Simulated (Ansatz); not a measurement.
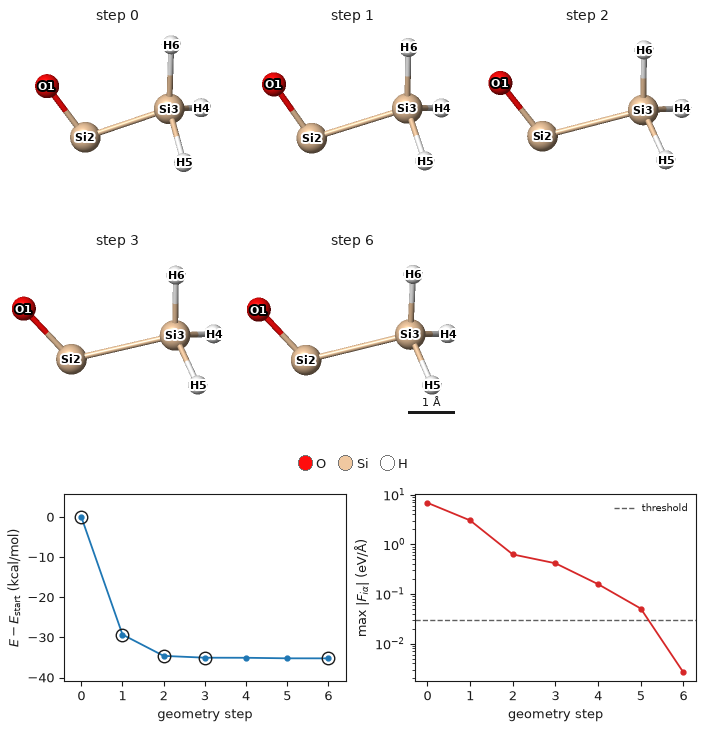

Frames of a relaxation of Si2H3O (multiplicity 2), marked on the history of the run. The picture is a ball-and-stick view, seen at a tilt.

It is one of the separated reactants of a reaction.

Level of theory: UKS PBE-D4/def2-SVP in Ansatz 0.2.0. Set-up: force threshold 0.03 eV/Å; at most 250 steps.

**What happens along the run?**

Over 6 geometry steps the energy falls by 35.2 kcal/mol. Largest force component: 6.9 eV/Å at the start, 0.0026 eV/Å at the end. The largest move after the best rigid fit is that of O1, 0.52 Å. Largest moves by element: O 0.52 Å, Si 0.32 Å, H 0.30 Å. Among the contacts that change: Si2–Si3 2.051 → 2.458 Å, O1–Si2 1.467 → 1.567 Å, Si3–H6 1.601 → 1.502 Å, Si3–H4 1.541 → 1.505 Å. Bond angles that change, for instance: O1–Si2–Si3 101.3° → 113.4°, Si2–Si3–H4 98.3° → 106.5°, H4–Si3–H5 116.9° → 109.2°. From step 0 to 1: Si2 moves most (0.19 Å), energy −29.3 kcal/mol. From step 1 to 2: O1 moves most (0.19 Å), energy −5.30 kcal/mol. From step 2 to 3: O1 moves most (0.15 Å), energy −0.45 kcal/mol. From step 3 to 6: H6 moves most (0.06 Å), energy −0.16 kcal/mol.

```tsv
step	E − E(0), kcal/mol	largest force component, eV/Å
0	0.00	6.8705
1	-29.30	3.0396
2	-34.60	0.6265
3	-35.05	0.4153
4	-35.07	0.1574
5	-35.21	0.0508
6	-35.21	0.0026
```
